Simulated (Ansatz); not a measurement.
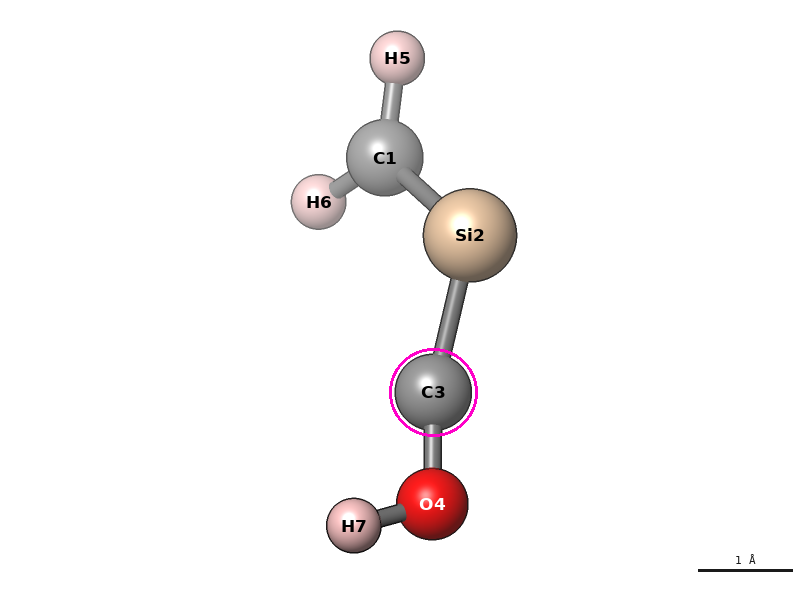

(Drawn from a calculation with Ansatz.)

Orthographic view. Depth is shown by fading: the farther an atom, the more it takes the colour of the background. Charge 0, doublet. Geometry: moved along internal coordinates away from the minimum.

Name the neighbours of the circled atom.

Answer. The circled atom is C3; it is bonded to Si2, O4.

What is the shortest path along bonds from the circled atom to H6?

Answer. C3–Si2–C1–H6, 3 bonds; through space the two are 3.08 Å apart.

Which two atoms are farthest apart in space?

Answer. H5 and H7, 5.54 Å.

Of C1 and Si2, which is nearer the viewer?

Answer. Si2; the bond to C1 points away from the viewer, so it looks shorter than its 1.78 Å.
